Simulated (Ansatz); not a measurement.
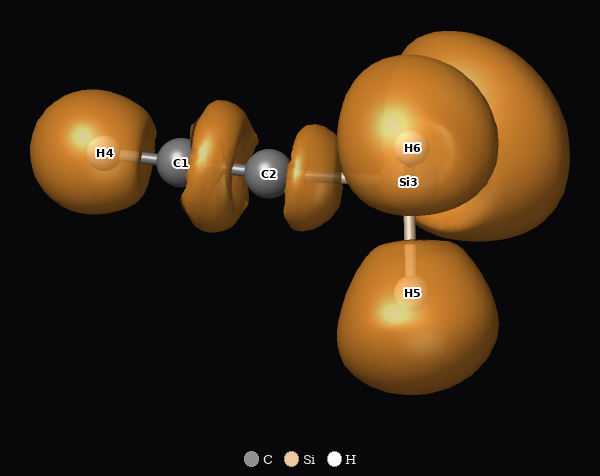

The picture shows: C2H3Si (SMILES [CH-]=C=[SiH2]) (charge −1). Isosurface of the electron localisation function at 0.8 (orange), seen at an oblique angle. Only the valence region is drawn (cores and ρ < 0.01 e/Å³ removed).

Geometry: PBE0-D4/def2-TZVPD.

Computed with Ansatz, RKS PBE0-D4/def2-TZVPPD.

Input file:

```
crystal:
  periodic: [false, false, false]
  atoms:
    - {symbol: C, position_ang: [-0.572746, -1.569670, -0.197535]}
    - {symbol: C, position_ang: [-0.299345, -0.386843, -0.087541]}
    - {symbol: Si, position_ang: [-0.112216, 1.489559, 0.026376]}
    - {symbol: H, position_ang: [-0.804748, -2.604446, -0.291979]}
    - {symbol: H, position_ang: [1.164158, 1.575423, -0.822341]}
    - {symbol: H, position_ang: [0.624897, 1.495987, 1.373021]}
basis:
  gaussian: {orbitals: "def2-TZVPPD.json"}
total_charge: -1
hamiltonian: {xc: pbe0, dispersion: d4}
output: {orbitals: {seedname: orbitals}}
```

Command:

```sh
ansatz run in.yaml --threads 2 --pin off --events-out ev --progress --plain --max-ram 4352MiB
```

> What do the ELF domains correspond to?

At this value the surface marks out one region between bonded C–C atoms (shared pairs), one region between bonded C–Si atoms (shared pairs), three regions around hydrogen nuclei and one lobe on Si, pointing away from the bonds (lone pairs).

Values along the shortest contacts:
C–C (1.22 Å): the ELF peaks at about 0.85 between the atoms (a short, multiple covalent bond). C–Si (1.89 Å): the ELF peaks at about 0.95 between the atoms; a covalent bond.
